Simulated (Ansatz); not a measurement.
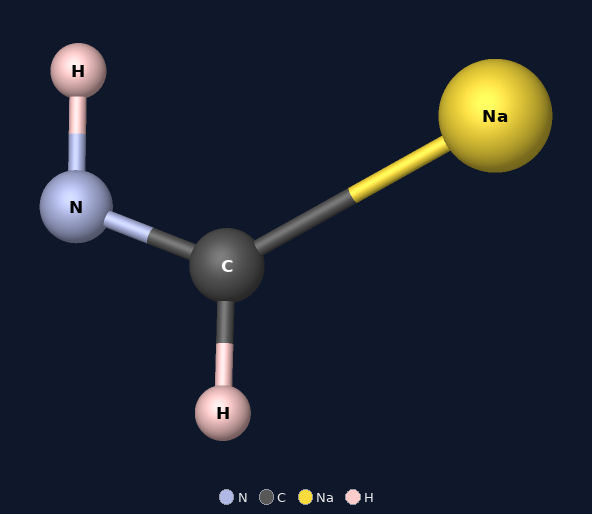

A ball-and-stick model of a molecule.

Give the formula.

Answer. CH2NNa, 5 atoms: 1 carbon, 2 hydrogen, 1 nitrogen and 1 sodium.

Give the symmetry (Schoenflies symbol).

Answer. Cs.

How many bonds of each kind are drawn?

Answer. 1 C–N, 1 C–Na, 1 N–H, 1 C–H. Sticks follow a distance rule.

How many sets of symmetry-equivalent atoms are there?

Answer. 5: 1 N, 1 C, 1 Na, 1 H, 1 H.

More results for the same structure follow; atom numbers are the same in all pictures, views and colours differ. Computed geometry: PBE0-D4/def2-TZVP optimisation. No frequency run is at hand to confirm it as a minimum.

## Shape

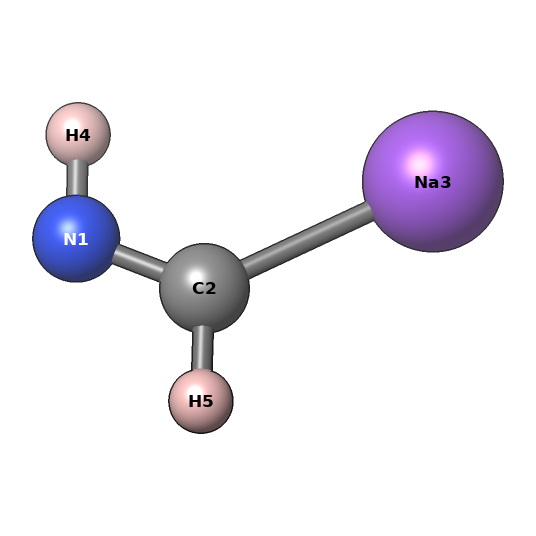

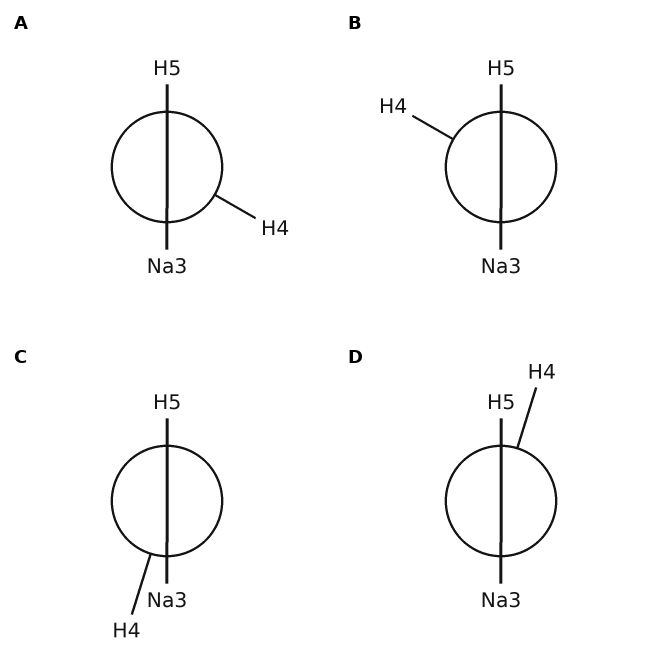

Atoms fade into the background with distance from the viewer. Bonds that would overlap in a projection are set slightly apart. No frequency run is at hand to confirm it as a minimum.

Which Newman projection shows the view along C2–N1, with C2 in front?

Answer. C. The torsion angle Na3–C2–N1–H4 is 0°, synperiplanar (eclipsed).

## Electronic properties

No frequency run is at hand to confirm it as a minimum. Method: RKS PBE0-D4/def2-TZVPP (Ansatz 0.2.0).

What does the calculation give?

- HOMO energy (Kohn–Sham orbital): −4.22 eV
- LUMO energy (Kohn–Sham orbital): −1.58 eV
- HOMO–LUMO gap: 2.64 eV

## Dipole moment

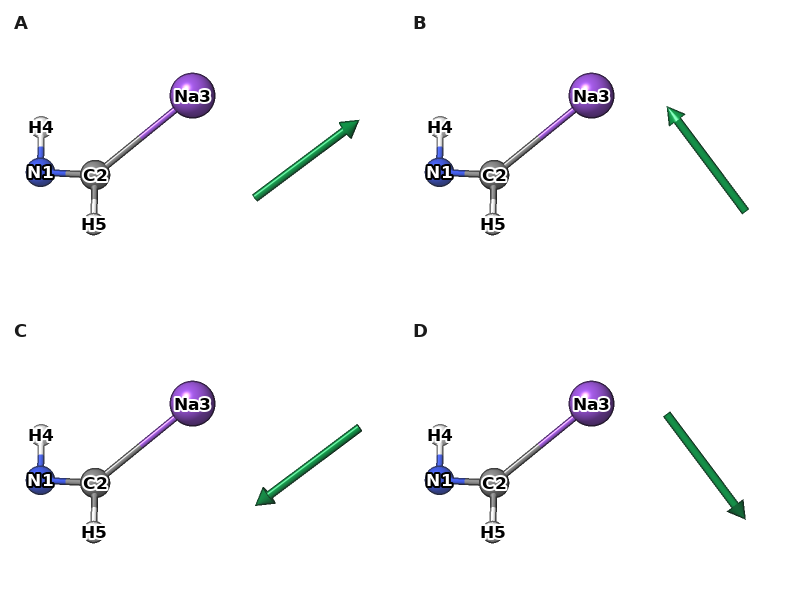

The same molecule four times, each with an arrow. No frequency run is at hand to confirm it as a minimum. Properties computed with RKS PBE0-D4/def2-TZVP (Ansatz 0.2.0).

Which arrow points along the dipole moment, from the negative to the positive end?

Answer. A. The dipole moment is 7.54 D; it points from the side of N1 to the side of Na3 (the outermost atoms at the two ends).

## Charges

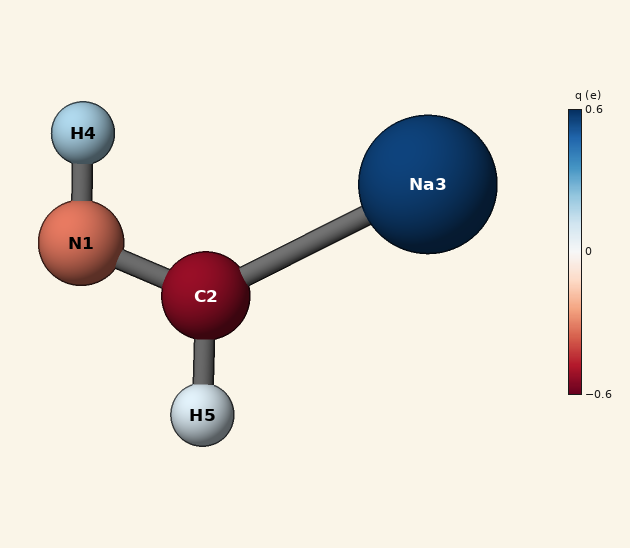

Atoms are coloured by their Mulliken charges. No frequency run is at hand to confirm it as a minimum. Level of theory: RKS PBE0-D4/def2-TZVP (Ansatz 0.2.0).

Which atom carries the highest charge (most positive or least negative)?

Answer. Na3 (0.56 e).

And the lowest?

Answer. C2 (−0.53 e).

Give the Mulliken charges atom by atom.

| atom | value (e) |
| --- | --- |
| N1 | −0.32 |
| C2 | −0.53 |
| Na3 | 0.56 |
| H4 | 0.20 |
| H5 | 0.09 |

Mulliken values depend strongly on the basis set and can even reverse the polarity of a bond.
